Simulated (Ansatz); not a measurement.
**64-atom supercell of diamond Si with displaced atoms, uniform strain +0.5 %**

How much do forces and the gap depend on the functional when the atoms are displaced? Levels: PBEsol, HSE06 and r²SCAN.

Method: density functional theory in Ansatz 0.2.0, PAW datasets, plane waves.

### 1 The starting cell

64 atoms (64 Si); a = 10.920 Å, b = 10.920 Å, c = 10.920 Å, α = 90.00°, β = 90.00°, γ = 90.00°. All atoms were shaken off their sites by about 0.06 Å along each axis.

The runs, in order: (2) PBEsol single point at the single k point (¼, ¼, ¼), on 1 × NVIDIA H100 80GB HBM3 with 2 threads of AMD EPYC 7R13; (3) HSE06 single point at the single k point (¼, ¼, ¼), on 1 × NVIDIA H100 80GB HBM3 with 2 threads of AMD EPYC 7R13; (4) r²SCAN single point at the single k point (¼, ¼, ¼), on 1 × NVIDIA H100 80GB HBM3 with 2 threads of AMD EPYC 7R13.

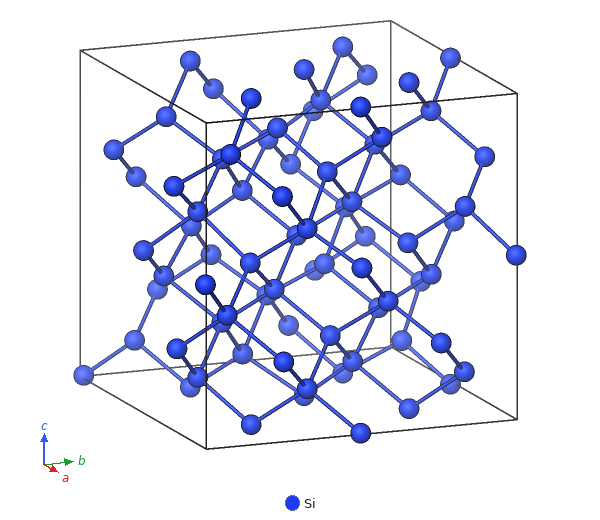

The starting cell, seen slightly off an axis (silicon blue). Atoms on faces are repeated.

### 2 Single point with PBEsol

in.yaml reads:

```yaml
crystal:
  lattice:
    - [10.919907, 0.000000, 0.000000]
    - [0.000000, 10.919907, 0.000000]
    - [0.000000, 0.000000, 10.919907]
  atoms:
    - { symbol: Si, position: [0.008865, 0.008038, 0.004789] }
    - { symbol: Si, position: [0.993043, 0.999716, 0.502570] }
    - { symbol: Si, position: [0.991652, 0.499759, 0.001963] }
    - { symbol: Si, position: [0.991797, 0.503634, 0.508076] }
    - { symbol: Si, position: [0.493248, 0.991309, 0.996703] }
    - { symbol: Si, position: [0.501580, 0.000283, 0.497945] }
    - { symbol: Si, position: [0.487876, 0.522398, 0.002502] }
    - { symbol: Si, position: [0.505655, 0.491909, 0.500824] }
    - { symbol: Si, position: [0.120195, 0.126337, 0.126233] }
    - { symbol: Si, position: [0.133217, 0.125942, 0.630498] }
    - { symbol: Si, position: [0.133116, 0.616723, 0.130165] }
    - { symbol: Si, position: [0.121888, 0.627692, 0.621100] }
    - { symbol: Si, position: [0.621312, 0.126071, 0.124361] }
    - { symbol: Si, position: [0.622785, 0.125268, 0.632695] }
    - { symbol: Si, position: [0.622170, 0.624085, 0.128164] }
    - { symbol: Si, position: [0.620655, 0.622404, 0.617619] }
    - { symbol: Si, position: [0.243384, 0.255691, 0.998299] }
    - { symbol: Si, position: [0.260698, 0.252049, 0.496749] }
    - { symbol: Si, position: [0.244021, 0.746055, 0.997233] }
    - { symbol: Si, position: [0.248721, 0.752800, 0.507112] }
    - { symbol: Si, position: [0.763398, 0.240037, 0.000776] }
    - { symbol: Si, position: [0.748102, 0.243240, 0.492807] }
    - { symbol: Si, position: [0.746465, 0.755053, 0.999217] }
    - { symbol: Si, position: [0.739297, 0.754255, 0.506329] }
    - { symbol: Si, position: [0.369042, 0.373104, 0.117482] }
    - { symbol: Si, position: [0.374060, 0.370029, 0.620061] }
    - { symbol: Si, position: [0.373861, 0.883247, 0.113372] }
    - { symbol: Si, position: [0.383205, 0.875207, 0.624138] }
    - { symbol: Si, position: [0.875203, 0.375161, 0.123641] }
    - { symbol: Si, position: [0.879477, 0.373034, 0.615731] }
    - { symbol: Si, position: [0.866661, 0.884252, 0.127341] }
    - { symbol: Si, position: [0.865842, 0.886814, 0.634044] }
    - { symbol: Si, position: [0.246798, 0.995856, 0.256613] }
    - { symbol: Si, position: [0.255265, 0.004754, 0.751373] }
    - { symbol: Si, position: [0.243308, 0.501928, 0.258656] }
    - { symbol: Si, position: [0.255858, 0.500617, 0.739108] }
    - { symbol: Si, position: [0.752776, 0.005601, 0.252130] }
    - { symbol: Si, position: [0.750935, 0.996676, 0.750665] }
    - { symbol: Si, position: [0.747642, 0.501111, 0.246648] }
    - { symbol: Si, position: [0.748141, 0.491351, 0.750080] }
    - { symbol: Si, position: [0.380743, 0.114724, 0.382765] }
    - { symbol: Si, position: [0.377335, 0.123662, 0.869267] }
    - { symbol: Si, position: [0.371875, 0.635075, 0.371166] }
    - { symbol: Si, position: [0.369577, 0.624120, 0.873273] }
    - { symbol: Si, position: [0.874761, 0.117787, 0.372193] }
    - { symbol: Si, position: [0.882519, 0.125626, 0.866161] }
    - { symbol: Si, position: [0.890259, 0.629279, 0.372278] }
    - { symbol: Si, position: [0.878514, 0.614258, 0.873803] }
    - { symbol: Si, position: [0.001263, 0.248291, 0.245261] }
    - { symbol: Si, position: [0.995695, 0.246361, 0.751285] }
    - { symbol: Si, position: [0.997623, 0.756302, 0.256432] }
    - { symbol: Si, position: [0.010161, 0.745702, 0.749355] }
    - { symbol: Si, position: [0.497640, 0.253674, 0.253857] }
    - { symbol: Si, position: [0.503159, 0.253212, 0.756307] }
    - { symbol: Si, position: [0.504669, 0.755225, 0.255113] }
    - { symbol: Si, position: [0.499789, 0.745180, 0.755673] }
    - { symbol: Si, position: [0.131382, 0.367865, 0.369506] }
    - { symbol: Si, position: [0.119028, 0.380402, 0.874188] }
    - { symbol: Si, position: [0.124418, 0.867187, 0.378970] }
    - { symbol: Si, position: [0.117027, 0.876277, 0.871175] }
    - { symbol: Si, position: [0.626809, 0.370088, 0.373943] }
    - { symbol: Si, position: [0.627161, 0.380110, 0.867562] }
    - { symbol: Si, position: [0.626601, 0.875224, 0.373543] }
    - { symbol: Si, position: [0.620942, 0.876611, 0.873463] }
  symmetry: { detect: false }
kpoints:
  mp_grid: { grid: [1, 1, 1], shift: [0.25, 0.25, 0.25] }
hamiltonian:
  xc: pbesol
scf:
  occupations: { method: fermi_dirac, width: 0.01 }
output:
  forces: true
  eigenvalues: true
  stress: true
  populations: true
  eigenstates: { kpoints: [[0.25, 0.25, 0.25]], e_range: [-6.0, 6.0], localisation: true }
```

Run with:

```bash
ansatz run in.yaml --threads 2 --pin off --max-ram 30400MiB --runs-dir r --events-out ev --progress --plain --backend cuda --devices 0, --max-vram 18GiB
```

The log of the run:

```text
Pseudopotentials: kind: paw
Functional definition: PBEsol
  exchange = pbesol_x
  correlation = pbesol_c
Crystal: 64 atoms, lattice volume = 1302.137 Å³
Basis set: ecut = 420 eV, 25413 PW (Γ), exchange–correlation on 150×150×150 points (8 copies of the dense FFT grid, shifted against one another)
Bands: 192, of which v1, the nominal top of the filled ones, is band 128 counted from 1 (127 counted from 0)
Symmetry: 1 space group operations
k-points: 1
Non-local potential: Si, projectors of the file, l = 0: 2, l = 1: 2, l = 2: 2
PAW form: soft (Blöchl's): semilocal exchange-correlation on the pseudo side does not see the compensation charge
PAW frozen core: Si, regenerated for the run's functional, and the local potential with it (the file was generated under x = pbe(κ = 0.804, μ = 0.2195149727645171), c = pbe(β = 0.06672455060314922))
PAW one-centre angular grid: Si, 110 points (default); XC on 64 Gauss nodes
Initial density: superposition of atomic densities (neutral atoms: chi_scale 0, normalization atom), corrected by the library's trained network
Initial wavefunctions: pseudopotential atomic-orbital guess
Functional: x = pbesol(κ = 0.804, μ = 0.12345679012345678), c = pbesol(β = 0.046)
SCF iter   1: F=—  HF=-39770.471312 eV  |F-HF|=—  |Δ(HF+E_count)|=         —  Δρ=3.82e-3  dr2=1.99e-1  ethr=1.77e-3  ⟨swp⟩=6.0  Hψ=884  notcnv=0  defer=42
preconditioner: auto → Resta (q_TF=auto, 2.080 Å⁻¹)  ε∞=5.6  [insulator: Δε(μ)=0.761 eV  Ē_g=7.705 eV  σ=0.010 eV  W_gap=1.00  n_scr=202 (ndim 8)  ℏωp=16.5 eV  f_vac=0.000  D(μ)=0.00/eV (n_scr^D=0)  ε∞_Penn≈5.6]
SCF iter   2: F=—  HF=-39770.448074 eV  |F-HF|=—  |Δ(HF+E_count)|=   2.32e-2  Δρ=2.13e-3  dr2=6.25e-2  ethr=7.78e-5  ⟨swp⟩=2.0  Hψ=223  notcnv=0  defer=52
SCF iter   3: F=—  HF=-39770.436922 eV  |F-HF|=—  |Δ(HF+E_count)|=   1.12e-2  Δρ=2.26e-4  dr2=1.28e-3  ethr=2.44e-5  ⟨swp⟩=3.0  Hψ=268  notcnv=0  defer=58
SCF iter   4: F=—  HF=-39770.436187 eV  |F-HF|=—  |Δ(HF+E_count)|=   7.35e-4  Δρ=8.72e-5  dr2=1.57e-4  ethr=5.02e-7  ⟨swp⟩=2.0  Hψ=193  notcnv=0  defer=58
SCF iter   5: F=—  HF=-39770.438240 eV  |F-HF|=—  |Δ(HF+E_count)|=   2.05e-3  Δρ=1.91e-5  dr2=1.30e-5  ethr=6.14e-8  ⟨swp⟩=2.0  Hψ=210  notcnv=0  defer=58
SCF iter   6: F=—  HF=-39770.436948 eV  |F-HF|=—  |Δ(HF+E_count)|=   1.29e-3  Δρ=4.78e-6  dr2=4.09e-7  ethr=5.07e-9  ⟨swp⟩=2.0  Hψ=210  notcnv=0  defer=58
SCF iter   7: F=-39770.436949 eV  HF=-39770.436949 eV  |F-HF|=8.44e-9  |Δ(HF+E_count)|=   1.86e-7  Δρ=1.14e-6  dr2=3.67e-8  ethr=3.91e-11  ⟨swp⟩=18.0  Hψ=1238  notcnv=0
SCF 1 converged in 7 iterations: F = -39770.436949 eV  dr2 = 3.67e-8
NSCF: frozen V_eff on 1 k-points
SCF converged after 7 iterations
Free energy (F): -39770.436949 eV
Harris-Foulkes:  -39770.436949 eV  (|F-HF|=8.44e-9)
Internal energy: -39770.436949 eV  (E = F + TS)
E sigma→0 (E₀):  -39770.436949 eV
Fermi energy:    6.355561 eV
--- Per-component energies (eV) ---
  E_band       = 246.551936
  E_kinetic    = 2566.775849
  E_local      = -1810.211382  (includes V_loc(G=0)·N_el)
  E_nonlocal   = 1666.369253
  E_hartree    = 484.515938
  E_xc         = -3493.130356
  E_vxc        = -2988.735314  (∫ρ·V_xc dr)
  E_paw        = -31931.145930  (= ΣΔE_a)
  E_vpaw       = -156.678886  (= ΣTr[D̂ρ^β])
  E_aug_tail   = 0.000386  (compensation charges beyond the density's cutoff)
  E_ewald      = -7255.630588
  E_core_change = 2.019882  (= ΣΔE_core)
  E_smearing   = -0.000000  (= −TS)
  E_closure    = 0.000000  (closes the sum)
  Σ components = -39770.436949   (vs F -39770.436949, Δ=0.00e0)
--- Forces (eV/Å), atoms counted from 1 ---
  atom   1  Si    -1.64075966    -1.21688628    -1.08244766
  atom   2  Si     1.13088480    -0.04053930     0.26615435
  atom   3  Si     1.50956040    -0.02269270     0.47032776
  atom   4  Si     1.76639683    -0.33231394    -1.66939845
  atom   5  Si     1.28812616     2.12852461    -0.72228657
  atom   6  Si     1.13183456    -0.75015601     0.95580054
  atom   7  Si     1.21474915    -2.68251261     0.12564452
  atom   8  Si    -1.10500306     0.67011070    -0.82354211
  atom   9  Si     1.82528565     0.28824329     0.52370071
  atom  10  Si    -0.80046141     0.41584118    -0.95286509
  atom  11  Si    -1.93050913     1.30365186    -0.62206664
  atom  12  Si     0.93633377    -0.66011783     0.09916795
  atom  13  Si     0.14698503    -0.18547649    -0.10516568
  atom  14  Si     0.39349309     0.02103656    -0.75147482
  atom  15  Si     0.27407275     1.01863636    -0.10536724
  atom  16  Si     0.26730451    -0.24441800     1.55643216
  atom  17  Si     0.14521384    -1.02220673    -0.53381452
  atom  18  Si    -1.15374999    -1.19455416    -0.10942425
  atom  19  Si     0.03543536     0.52012840     0.05988967
  atom  20  Si     0.50955475    -0.10681896    -0.46224772
  atom  21  Si    -1.45860054     0.85272356    -0.48017758
  atom  22  Si     0.27150092    -0.02737518     0.77649434
  atom  23  Si     0.43700554    -0.81133131    -0.02603268
  atom  24  Si     1.76082522    -0.15407795    -0.68758858
  atom  25  Si     0.38672368     1.08669046     1.16069403
  atom  26  Si     1.15353283     0.41944323     0.77004337
  atom  27  Si    -1.17772989    -2.00866115     2.14432005
  atom  28  Si    -0.58282325     0.01567362     0.62349477
  atom  29  Si    -0.34104321    -0.26745247     0.43356314
  atom  30  Si    -1.45863014    -1.01915876     1.26313554
  atom  31  Si     1.19921041    -0.67250086    -0.53965254
  atom  32  Si     1.71700266    -2.63035714    -1.46150440
  atom  33  Si     0.19066657     0.39169565    -0.71822557
  atom  34  Si    -0.30183324    -1.36372544    -0.35399678
  atom  35  Si     1.74853746    -0.59443766    -0.66680872
  atom  36  Si    -1.11623267    -0.17128048     0.64819960
  atom  37  Si    -1.50794192    -0.41167058    -0.43372865
  atom  38  Si    -1.37672357     1.56453443     1.40984856
  atom  39  Si     0.68423313    -0.20757390     0.68326090
  atom  40  Si     0.93610288     1.18074074    -1.69837807
  atom  41  Si    -0.88456712     1.36000564    -1.43384986
  atom  42  Si    -0.16574948     0.77631343     1.34161587
  atom  43  Si     0.40775533    -0.98662908     0.98156494
  atom  44  Si    -0.73755749     0.85367185    -0.69719521
  atom  45  Si     0.70482534     1.24162936     0.33217705
  atom  46  Si    -0.81778511    -1.25634208     1.42887688
  atom  47  Si    -2.76455425    -0.44503361     0.98228307
  atom  48  Si    -0.88688339     1.63103857    -0.39734695
  atom  49  Si    -0.72607362     0.25180459     0.73536091
  atom  50  Si     1.46985005     1.26071216    -1.35822823
  atom  51  Si     0.78414196    -0.01413797    -2.09675733
  atom  52  Si    -2.17976643     0.50215197     0.12676725
  atom  53  Si    -0.40114404    -0.64338747    -0.77458874
  atom  54  Si    -0.55741289    -0.06548159    -0.76572658
  atom  55  Si    -0.90394231     0.11381038    -1.36278274
  atom  56  Si     0.09570564     0.07463393    -0.93741841
  atom  57  Si    -1.21913286     0.37277805     1.32639150
  atom  58  Si     0.26571415     0.01913353    -0.48336381
  atom  59  Si    -0.21855947     1.04679369     0.53984581
  atom  60  Si     1.25744637     0.35353201     0.74563569
  atom  61  Si     0.25245714     0.60022996    -0.22022167
  atom  62  Si    -0.59522826    -0.50641137     2.61322388
  atom  63  Si     0.28561442     0.76220811     0.35803079
  atom  64  Si     0.42631201    -0.38239495     0.05173009
  max |Σ_I F_I| component: 7.84e-6 eV/Å
--- Stress (GPa, compression-positive) ---
       -0.429625      -0.061214      -0.842358
       -0.061214      -0.339030      -1.317011
       -0.842358      -1.317011      -0.234739
  P = ⅓ Tr σ = -0.3345 GPa (-3.345 kbar)
--- Band table (eV) ---
  k-point 0: bands = ["-5.7168", "-5.2591", "-5.1930", "-5.1291", "-4.7650", "-4.6742", "-4.6293", "-4.2893", "-4.2155", "-4.1361", "-4.0832", "-3.8639", "-3.8133", "-3.7232", "-3.7000", "-3.6521", "-3.6123", "-3.5936", "-3.5345", "-3.4053", "-3.0986", "-3.0078", "-2.9185", "-2.7324", "-2.6438", "-2.5843", "-2.5524", "-2.4979", "-2.4592", "-2.4319", "-2.3613", "-2.2855", "-1.1623", "-1.0468", "-1.0315", "-0.9597", "-0.9284", "-0.8745", "-0.8305", "-0.7953", "-0.7769", "-0.7192", "-0.6862", "-0.6136", "-0.5638", "-0.5131", "-0.4342", "0.0007", "0.0542", "0.1425", "0.2135", "0.2497", "0.2808", "0.4061", "0.9542", "0.9985", "1.1309", "1.3220", "1.3769", "1.4900", "1.8450", "1.8918", "1.9264", "1.9436", "1.9747", "1.9954", "2.0313", "2.0588", "2.1196", "2.4700", "2.5096", "2.5581", "2.6002", "2.6171", "2.6569", "2.7026", "2.7272", "2.7554", "2.7927", "2.8476", "2.8898", "2.9582", "3.0015", "3.0285", "3.0728", "3.0988", "3.1787", "3.2630", "3.2809", "3.3356", "3.3614", "3.4275", "3.4682", "3.5767", "3.5892", "3.6529", "3.7013", "3.7138", "3.7571", "3.8203", "3.8767", "3.9073", "3.9333", "3.9862", "4.0230", "4.0696", "4.0938", "4.1387", "4.1900", "4.2065", "4.2877", "4.3738", "4.4464", "4.5158", "4.5846", "4.6378", "4.6661", "4.7298", "4.7769", "4.8305", "4.8921", "4.9697", "5.0580", "5.2586", "5.3425", "5.4407", "5.7440", "5.9736", "6.7376", "6.7798", "6.8208", "7.1696", "7.2115", "7.3108", "7.4765", "7.6251", "7.6742", "7.7070", "7.7878", "7.8300", "7.9015", "7.9333", "7.9792", "8.0079", "8.0197", "8.0692", "8.1202", "8.1626", "8.1882", "8.2339", "8.2704", "8.2887", "8.3386", "8.4225", "8.4930", "8.5477", "8.5690", "8.6178", "8.6719", "8.7008", "8.7366", "8.7451", "8.7925", "8.8343", "8.8822", "8.9152", "8.9517", "9.0218", "9.2270", "9.2743", "9.3099", "9.3269", "9.3499", "9.3984", "9.4361", "9.4482", "9.4685", "9.4800", "9.5401", "9.5593", "9.6008", "9.6468", "9.6593", "9.6854", "9.7158", "9.7821", "9.8474", "9.8934", "9.9535", "10.0009", "10.0292", "10.0762"]
--- Löwdin populations: 64 sites ---
  site symbol       q [e]
     0     Si      3.9591
     1     Si      3.9677
     2     Si      3.9648
     3     Si      3.9567
     4     Si      3.9558
     5     Si      3.9625
     6     Si      3.9583
     7     Si      3.9688
     8     Si      3.9591
     9     Si      3.9680
    10     Si      3.9675
    11     Si      3.9530
    12     Si      3.9662
    13     Si      3.9599
    14     Si      3.9533
    15     Si      3.9632
    16     Si      3.9696
    17     Si      3.9596
    18     Si      3.9687
    19     Si      3.9655
    20     Si      3.9689
    21     Si      3.9628
    22     Si      3.9708
    23     Si      3.9794
    24     Si      3.9723
    25     Si      3.9628
    26     Si      3.9711
    27     Si      3.9679
    28     Si      3.9635
    29     Si      3.9656
    30     Si      3.9619
    31     Si      3.9656
    32     Si      3.9566
    33     Si      3.9655
    34     Si      3.9648
    35     Si      3.9548
    36     Si      3.9655
    37     Si      3.9538
    38     Si      3.9604
    39     Si      3.9651
    40     Si      3.9557
    41     Si      3.9643
    42     Si      3.9699
    43     Si      3.9553
    44     Si      3.9595
    45     Si      3.9619
    46     Si      3.9531
    47     Si      3.9603
    48     Si      3.9574
    49     Si      3.9622
    50     Si      3.9733
    51     Si      3.9576
    52     Si      3.9658
    53     Si      3.9556
    54     Si      3.9680
    55     Si      3.9648
    56     Si      3.9639
    57     Si      3.9694
    58     Si      3.9605
    59     Si      3.9611
    60     Si      3.9573
    61     Si      3.9838
    62     Si      3.9634
    63     Si      3.9546
  spilling = 0.009199 (of n_electrons = 256.000000)
```

Run time: 13 s. Hardware: 1 × NVIDIA H100 80GB HBM3 with 2 threads of AMD EPYC 7R13, shared host; peak host memory 1.5 GiB.

Top filled level 5.974 eV, lowest empty level 6.738 eV: 0.76 eV apart at the single k point (¼, ¼, ¼).

Frontier states and how far they spread:

| level (eV) | spin | filling | atoms sharing it | main element | its share | largest atom |
| --- | --- | --- | --- | --- | --- | --- |
| -0.53 | both | 2.00 | 52.7 | Si | 1.00 | – |
| -0.23 | both | 2.00 | 61.2 | Si | 1.00 | – |
| 0.00 | both | 2.00 | 53.7 | Si | 1.00 | – |
| 0.76 | both | 0.00 | 62.5 | Si | 1.00 | – |
| 0.81 | both | 0.00 | 61.7 | Si | 1.00 | – |
| 0.85 | both | 0.00 | 60.2 | Si | 1.00 | – |
| 1.20 | both | 0.00 | 61.7 | Si | 1.00 | – |
| 1.24 | both | 0.00 | 62.8 | Si | 1.00 | – |

Forces on the displaced atoms, rms: Si 1.74 eV/Å; the largest is 3.46 eV/Å.

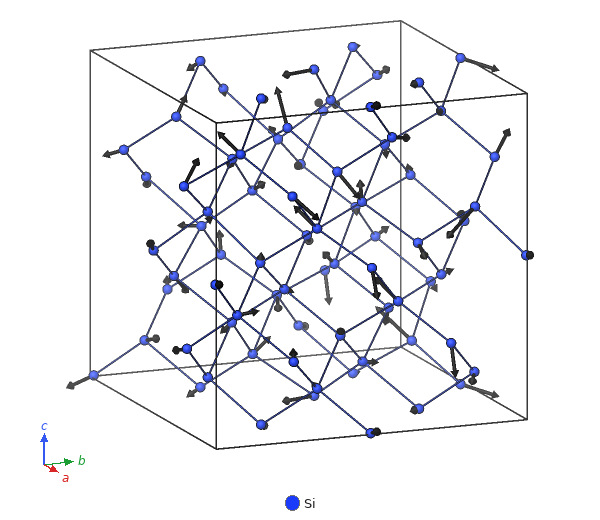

Forces as black arrows, 0.52 Å for 1 eV/Å.

[end of part 1 of 3]
